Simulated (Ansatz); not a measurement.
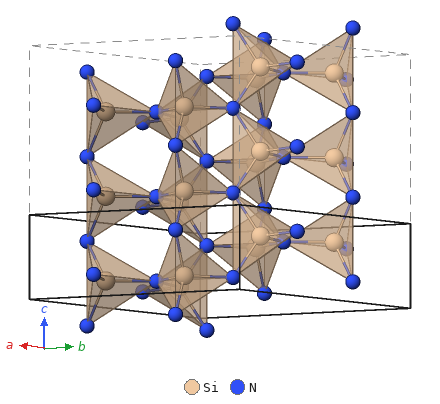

Polyhedra are drawn about Si (bonds: N–Si below 2 Å); other atoms are plain spheres.

The compound is Si₃N₄ (space group P6_3/m, No. 176), taken as the end point of a relaxation with DFT, PBE, plane waves, PAW (Ansatz).

Sharing among the drawn polyhedra:

```tsv
site	polyhedron	corner-sharing neighbours	edge-sharing	face-sharing	bond (Å)
Si	SiN4 tetrahedron	8	0	0	1.74–1.75
```

They form a three-dimensional framework of corner-sharing tetrahedra.
